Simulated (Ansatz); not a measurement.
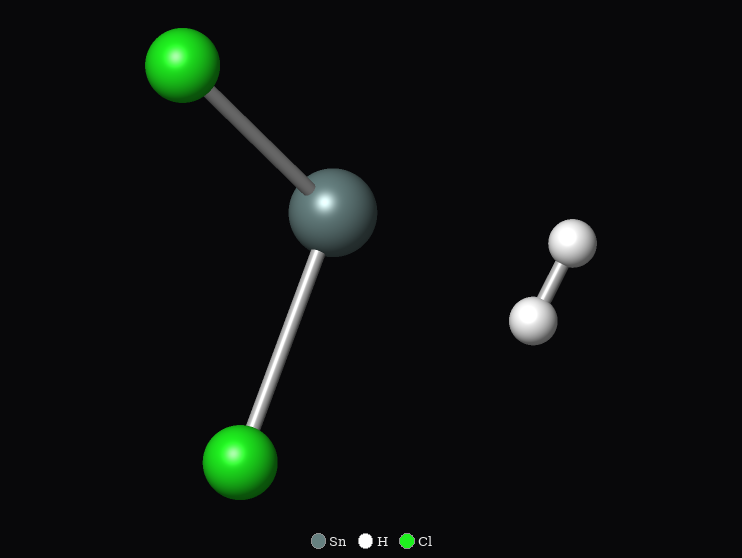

Harmonic vibrations computed with RKS PBE0-D4/def2-TZVP, core potentials on Sn (Ansatz 0.2.0) at a stationary point of the same level.

### Is this a minimum or a saddle point?

A minimum: no imaginary frequency, and the lowest mode lies at 67 cm⁻¹.

### How many vibrational modes are there, and where do they lie?

9 modes: 67, 86, 107, 122, 149, 338, 356, 363, 4371 cm⁻¹.
